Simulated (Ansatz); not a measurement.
**Single-point calculation of AlH3O2**

- system: AlH3O2
- method: RKS SPW92 (LDA)/def2-TZVPP (Ansatz 0.2.0)

The geometry comes from this level: PBE0-D4/def2-TZVP.

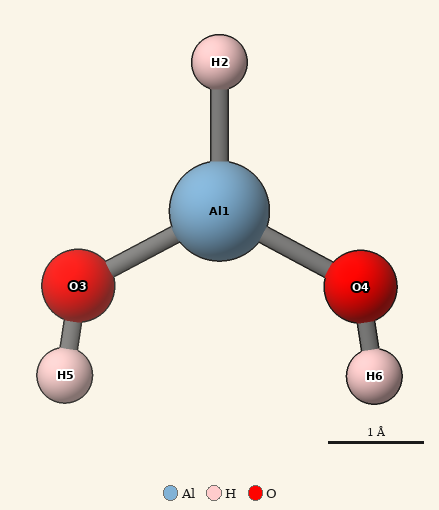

Fig. 1: The input geometry (ball-and-stick view, seen on its broad side; atoms are numbered from 1 in the order of the input). Sticks mark near contacts. Bond lengths as drawn: Al–H 1.57 Å, Al–O 1.69 Å and H–O 0.95 Å.

## Input
```yaml
crystal:
  periodic: [false, false, false]
  atoms:
    - {symbol: Al, position_ang: [-0.259928, -0.460000, -0.665365]}
    - {symbol: H, position_ang: [0.538372, -1.805024, -0.727003]}
    - {symbol: O, position_ang: [0.190273, 0.777896, -1.726755]}
    - {symbol: O, position_ang: [-1.518426, -0.336587, 0.458187]}
    - {symbol: H, position_ang: [-0.209081, 1.642044, -1.795381]}
    - {symbol: H, position_ang: [-2.081568, 0.420449, 0.602008]}
basis:
  gaussian: {orbitals: def2-TZVPP}
hamiltonian: {xc: lda}
```

Machine: 4 threads of Arm Neoverse V1, 23 GiB of memory available, shared host.

Launched with:
```bash
ansatz run in.yaml --threads 4 --pin off --events-out ev --progress --plain --max-ram 9574MiB
```

## The program's output
```
Functional definition: SPW92
  name "SPW92"
  cite "Dirac, Proc. Camb. Phil. Soc. 26, 376 (1930) doi:10.1017/S0305004100016108"
  cite "Slater, Phys. Rev. 81, 385 (1951) doi:10.1103/PhysRev.81.385"
  cite "Perdew & Wang, Phys. Rev. B 45, 13244 (1992) doi:10.1103/PhysRevB.45.13244"
  exchange = slater_x
  correlation = pw_c
748 factors; their error is unknown
mean field evaluation 1: about -10672.5424 eV, gradient 9.3e1 eV
mean field evaluation 2: about -10600.1670 eV, gradient 2.0e2 eV
mean field evaluation 4: about -10686.4661 eV, gradient 4.6e0 eV
mean field evaluation 8: about -10686.5418 eV, gradient 6.1e-2 eV
mean field evaluation 16: about -10686.5364 eV, gradient 5.4e-5 eV
mean field -10686.53644900 eV, -392.7229709060 hartree, gradient 5.4e-5 eV, S^2 0.000000; 0 other end points of the search recorded, 0 dependent functions left out
reference -10686.53648644 eV, -392.7229722820 hartree; 16, 16 occupied and 130, 130 virtual orbitals, 748 factors
Total energy: -10686.53648644 eV, -392.7229722820 hartree
```

## Summary

| quantity | value |
| --- | --- |
| outcome | converged |
| total energy | −10686.5365 eV |
| SCF solution under orbital rotations | stable |
| peak memory | 0.45 GiB |
